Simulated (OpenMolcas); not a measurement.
Run report: SiH4O, excited-state calculation (part 1 of 2)

SiH4O, computed with RASSCF/ANO-RCC-VDZP, DKH2 (OpenMolcas 26.06).

The geometry comes from this level: PBE0-D4/def2-TZVP.

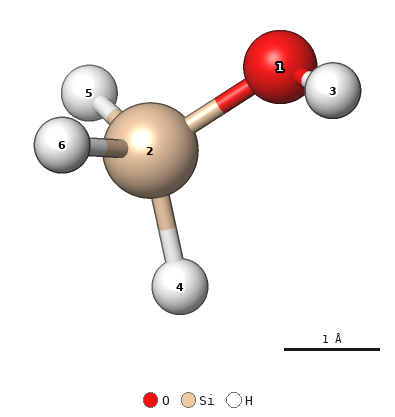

*The input geometry (ball-and-stick view, seen at a tilt; atoms are numbered from 1 in the order of the input).*

### Input
```
>>> EXPORT MOLCAS_PRINT=2
&gateway
coord
6
angstrom
O        0.636700      -1.030300       0.419000
Si      -0.035700       0.346500      -0.187000
H        0.069100      -1.629200       0.904700
H       -1.128300       0.045700      -1.152800
H        1.060500       1.064900      -0.875600
H       -0.602300       1.202400       0.891700
basis = ANO-RCC-VDZP
group = NoSym
&seward
&rasscf
fileorb = $CurrDir/step2.RasOrb
spin = 1
nactel = 4 2 2
inactive = 11
ras1 = 1
ras2 = 2
ras3 = 3
ciroot = 2 2 1
orblisting = NoCore
orbappear = Compact
```

Hardware: 1 thread of AMD EPYC (Zen 3), 128 GiB of memory available, shared host.

Run as:
```bash
export MOLCAS_MEM=1860
pymolcas step3.input > step3.log
```

### Log
```
--- Start Module: gateway ---

                                              &GATEWAY

                       available to each process: 1.9 GB of memory, 1 thread

++    Symmetry information:
      ---------------------

                    Character Table for C1

                             E
                    a        1  x, y, xy, Rz, z, xz, Ry, yz, Rx, I
--

++    Basis set information:
      ----------------------

      Basis set label: O.ANO-RCC...3S2P1D.

      Electronic valence basis set:
      ------------------
      Associated Effective Charge   8.000000 au
      Associated Actual Charge      8.000000 au
      Nuclear Model: Point charge

      Shell  nPrim  nBasis  Cartesian Spherical Contaminant
         s      14       3        X
         p       9       2        X
         d       4       1                 X

      Basis set label: SI.ANO-RCC...4S3P1D.

      Electronic valence basis set:
      ------------------
      Associated Effective Charge  14.000000 au
      Associated Actual Charge     14.000000 au
      Nuclear Model: Point charge

      Shell  nPrim  nBasis  Cartesian Spherical Contaminant
         s      17       4        X
         p      12       3        X
         d       5       1                 X

      Basis set label: H.ANO-RCC...2S1P.

      Electronic valence basis set:
      ------------------
      Associated Effective Charge   1.000000 au
      Associated Actual Charge      1.000000 au
      Nuclear Model: Point charge

      Shell  nPrim  nBasis  Cartesian Spherical Contaminant
         s       8       2        X
         p       4       1        X
--

++    Molecular structure info:
      -------------------------

                    ************************************************
                    **** Cartesian Coordinates / bohr, angstrom ****
                    ************************************************

     Center  Label                x              y              z                     x              y              z
        1      O1               1.203189      -1.946985       0.791795              0.636700      -1.030300       0.419000
        2      SI2             -0.067463       0.654790      -0.353379             -0.035700       0.346500      -0.187000
        3      H3               0.130580      -3.078742       1.709635              0.069100      -1.629200       0.904700
        4      H4              -2.132178       0.086360      -2.178476             -1.128300       0.045700      -1.152800
        5      H5               2.004055       2.012369      -1.654644              1.060500       1.064900      -0.875600
        6      H6              -1.138182       2.272207       1.685069             -0.602300       1.202400       0.891700

                    ***************************************
                    *    InterNuclear Distances / bohr    *
                    ***************************************

               1 O1            2 SI2           3 H3            4 H4            5 H5            6 H6
    1 O1       0.000000
    2 SI2      3.113714        0.000000
    3 H3       1.809363        4.270188        0.000000
    4 H4       4.907308        2.813741        5.500487        0.000000
    5 H5       4.722599        2.797767        6.383392        4.592639        0.000000
    6 H6       4.907294        2.813849        5.499365        4.548948        4.592913        0.000000

                    *******************************************
                    *    InterNuclear Distances / angstrom    *
                    *******************************************

               1 O1            2 SI2           3 H3            4 H4            5 H5            6 H6
    1 O1       0.000000
    2 SI2      1.647706        0.000000
    3 H3       0.957473        2.259686        0.000000
    4 H4       2.596836        1.488968        2.910732        0.000000
    5 H5       2.499092        1.480514        3.377946        2.430320        0.000000
    6 H6       2.596828        1.489025        2.910138        2.407200        2.430465        0.000000

                    **************************************
                    *    Valence Bond Angles / degree    *
                    **************************************
                          Atom centers                 Phi
                      4 H4       2 SI2      5 H5       109.86
                      4 H4       2 SI2      6 H6       107.87
                      5 H5       2 SI2      6 H6       109.86
--

            Nuclear Potential Energy             64.75489176 au

--- Stop Module: gateway /rc=_RC_ALL_IS_WELL_ ---

--- Start Module: seward ---

                                              &SEWARD

                       available to each process: 1.9 GB of memory, 1 thread

               SEWARD will generate:
                  Multipole Moment integrals up to order  2
                  Kinetic Energy integrals
                  Nuclear Attraction integrals (point charge)
                  One-Electron Hamiltonian integrals
                  Velocity integrals
                  Relativistic Douglas-Kroll-Hess integrals:
                    - Parametrization         : EXP
                    - DKH order of Hamiltonian: 2
                    - DKH order of Properties : 0
                         - multipole moment operators
                         - electric potential operators
                         - contact operators
                  Orbital angular momentum around (  0.3377  -0.2400   0.0487 )
                  Velocity quadrupole around (  0.3377  -0.2400   0.0487 )
                  Atomic mean-field integrals
                  Two-Electron Repulsion integrals

                   Integrals are discarded if absolute value <: 1.00E-14
                   Integral cutoff threshold is set to       <: 1.00E-16

            Nuclear Potential Energy             64.75489176 au

      Basis set specifications :
      Symmetry species         a
      Basis functions           52

--- Stop Module: seward /rc=_RC_ALL_IS_WELL_ ---
--- Module seward spent 5 seconds ---

--- Start Module: rasscf ---

                                              &RASSCF

                       available to each process: 1.9 GB of memory, 1 thread

      Header of the ONEINT file:
      --------------------------

      OrdInt status: non-squared

      Cartesian coordinates in angstrom:
      -----------------------------------------------------
      No.  Label        X            Y            Z
      -----------------------------------------------------
       1   O1         0.63670000  -1.03030000   0.41900000
       2   SI2       -0.03570000   0.34650000  -0.18700000
       3   H3         0.06910000  -1.62920000   0.90470000
       4   H4        -1.12830000   0.04570000  -1.15280000
       5   H5         1.06050000   1.06490000  -0.87560000
       6   H6        -0.60230000   1.20240000   0.89170000
      -----------------------------------------------------
      Nuclear repulsion energy =   64.75489176

++    Wave function specifications:
      -----------------------------

      Number of closed shell electrons          22
      Number of electrons in active shells       4
      Max number of holes in RAS1 space          2
      Max nr of electrons in RAS3 space          2
      Number of inactive orbitals               11
      Number of active orbitals                  6
      Number of secondary orbitals              35
      Spin quantum number                      0.0
      State symmetry                             1
--

++    Orbital specifications:
      -----------------------

      Symmetry species                           1
                                                 a
      Frozen orbitals                            0
      Inactive orbitals                         11
      Active orbitals                            6
      RAS1 orbitals                              1
      RAS2 orbitals                              2
      RAS3 orbitals                              3
      Secondary orbitals                        35
      Deleted orbitals                           0
      Number of basis functions                 52
--

++    CI expansion specifications:
      ----------------------------

      Number of CSFs                            75
      Number of spin combinations               87
      Number of determinants                   162
      Number of root(s) required                 2
      Root chosen for geometry opt.              2
      CI roots used                              1     2
      weights                                0.500 0.500
      highest root included in the CI            2
      max. size of the explicit Hamiltonian     75
--

++    Optimization specifications:
      ----------------------------

      RASSCF algorithm: Conventional
      Maximum number of macro iterations       200
      Maximum number of SX iterations          100
      Threshold for RASSCF energy            1.000E-08
      Threshold for max MO rotation          1.000E-01
      Threshold for max BLB element          1.000E-04
      Level shift parameter                  5.000E-01
      Make Quasi-Newton update
--

      The MO-coefficients are taken from the file:
      step2.RasOrb
      Title: RASSCF average (pseudo-natural) orbitals

      Total molecular charge    0.00

      ************************************************************************************************************************
      *                                            Wave function control section                                             *
      ************************************************************************************************************************

                                         RASSCF iterations: Energy and convergence statistics
                                         ----------------------------------------------------

          iter iter root      energy       change     param      element    value   shift minimum  type update hh:mm:ss
 Nr of preliminary CI iterations:   1
 ###############################################################################
 ###    WARNING: Large orbital rotation.                                     ###
 ###############################################################################
      Molecular orbital  16 of symmetry 1 MO space 2  weight is    0.333395
        1   1   13    0  -366.71424970    0.00E+00  -4.24E-01*  17  23 1 -1.52E-03*  0.22   0.00    SX    NO    0:00:00
        2   1   40    0  -366.72452535   -1.03E-02* -2.53E-01*  13  24 1  6.89E-03*  0.22   0.00    SX    NO    0:00:00
        3   1   16    0  -366.73253519   -8.01E-03*  1.09E-01*  11  13 1  3.25E-03*  0.21   0.00    SX    NO    0:00:00
        4   1   11    0  -366.73399576   -1.46E-03* -8.09E-02   11  13 1  2.00E-03*  0.21   0.00    SX    NO    0:00:00
        5   1   11    0  -366.73471861   -7.23E-04* -7.52E-02    8  13 1 -1.23E-03*  0.22   2.30    LS   YES    0:00:00
        6   1   10    0  -366.73509668   -3.78E-04*  4.26E-02   10  33 1  1.63E-03*  0.22   1.55    QN   YES    0:00:00
        7   1   10    0  -366.73522879   -1.32E-04*  1.69E-02   12  30 1  6.35E-04*  0.22   1.26    QN   YES    0:00:00
        8   1    9    0  -366.73525613   -2.73E-05*  1.03E-02   10  33 1  3.43E-04*  0.22   1.52    QN   YES    0:00:00
        9   1    9    0  -366.73526865   -1.25E-05*  8.11E-03   10  33 1 -2.99E-04*  0.22   1.27    QN   YES    0:00:00
       10   1    9    0  -366.73527580   -7.15E-06*  1.15E-02   12  16 1 -2.33E-04*  0.22   2.50    LS   YES    0:00:00
       11   1    9    0  -366.73528029   -4.49E-06* -8.22E-03   12  30 1 -3.10E-04*  0.22   1.17    QN   YES    0:00:00
       12   1    9    0  -366.73528739   -7.10E-06* -1.16E-02   12  16 1 -2.23E-04*  0.22   2.50    LS   YES    0:00:00
       13   1    9    0  -366.73529269   -5.30E-06*  8.23E-03   12  16 1 -2.18E-04*  0.22   1.43    QN   YES    0:00:00
       14   1    9    0  -366.73529545   -2.75E-06* -9.27E-03   12  16 1 -2.14E-04*  0.22   1.70    QN   YES    0:00:00
       15   1    9    0  -366.73529753   -2.08E-06* -1.16E-02   12  16 1 -2.10E-04*  0.22   1.91    QN   YES    0:00:00
       16   1    9    0  -366.73529968   -2.15E-06* -1.24E-02   12  16 1 -2.04E-04*  0.22   1.87    QN   YES    0:00:00
       17   1    8    0  -366.73530165   -1.98E-06* -1.00E-02   12  16 1 -1.96E-04*  0.22   1.81    QN   YES    0:00:00
       18   1    8    0  -366.73530313   -1.48E-06* -6.61E-03   12  16 1 -1.89E-04*  0.22   1.73    QN   YES    0:00:00
       19   1    8    0  -366.73530410   -9.73E-07* -4.77E-03   12  16 1 -1.83E-04*  0.22   1.71    QN   YES    0:00:00
       20   1    8    0  -366.73530481   -7.02E-07* -5.03E-03   12  16 1 -1.78E-04*  0.22   1.77    QN   YES    0:00:00
       21   1    8    0  -366.73530544   -6.33E-07*  6.10E-03   12  16 1 -1.73E-04*  0.22   1.85    QN   YES    0:00:00
       22   1    8    0  -366.73530605   -6.12E-07*  6.58E-03   12  16 1 -1.67E-04*  0.22   1.90    QN   YES    0:00:00
       23   1    8    0  -366.73530660   -5.54E-07*  5.92E-03   12  16 1 -1.61E-04*  0.22   1.92    QN   YES    0:00:00
       24   1    8    0  -366.73530708   -4.75E-07*  4.32E-03   12  16 1 -1.54E-04*  0.22   1.83    QN   YES    0:00:00
       25   1    8    0  -366.73530746   -3.85E-07*  2.28E-03   12  16 1 -1.48E-04*  0.22   1.69    QN   YES    0:00:00
       26   1    8    0  -366.73530775   -2.90E-07* -1.06E-03   12  16 1 -1.42E-04*  0.22   1.62    QN   YES    0:00:00
       27   1    7    0  -366.73530797   -2.15E-07* -6.13E-04   12  16 1 -1.38E-04*  0.22   1.65    QN   YES    0:00:00
       28   1    7    0  -366.73530815   -1.84E-07* -6.63E-04   12  16 1 -1.34E-04*  0.22   1.80    QN   YES    0:00:00
       29   1    8    0  -366.73530836   -2.03E-07* -9.18E-04   12  16 1 -1.29E-04*  0.22   2.15    QN   YES    0:00:00
       30   1    8    0  -366.73530862   -2.61E-07* -1.37E-03   12  16 1 -1.22E-04*  0.22   2.50    LS   YES    0:00:00
       31   1    8    0  -366.73530868   -5.72E-08*  5.63E-04   12  16 1 -1.11E-04*  0.22   0.63    QN   YES    0:00:00
       32   1    8    0  -366.73530895   -2.70E-07* -3.09E-03   12  16 1 -1.11E-04*  0.22   2.50    QN   YES    0:00:00
       33   1    7    0  -366.73530942   -4.74E-07* -1.44E-03   11  22 1 -1.15E-04*  0.22   0.73    QN   YES    0:00:00
       34   1    7    0  -366.73530982   -4.01E-07* -2.13E-03   12  16 1 -9.39E-05   0.22   2.50    LS   YES    0:00:00
       35   1    8    0  -366.73530974    8.44E-08* -9.95E-04    8  51 1 -9.35E-05   0.22   0.33    LS   YES    0:00:00
       36   1    8    0  -366.73530988   -1.41E-07* -2.02E-03   11  22 1  1.12E-04*  0.22   1.38    QN   YES    0:00:00
       37   1    7    0  -366.73530910    7.75E-07* -1.17E-03    8  51 1  1.19E-04*  0.22   0.17    LS   YES    0:00:00
       38   1    8    0  -366.73530985   -7.45E-07* -3.61E-03   11  22 1 -1.14E-04*  0.22   1.53    QN   YES    0:00:00
       39   1    7    0  -366.73530984    3.34E-09  -1.53E-03   12  16 1 -7.22E-05   0.22   0.39    LS   YES    0:00:00
      Convergence after 39 iterations
       40   1    7    0  -366.73531002   -1.76E-07* -1.53E-03   11  22 1  1.48E-04*  0.22   0.39    LS   YES    0:00:00
```
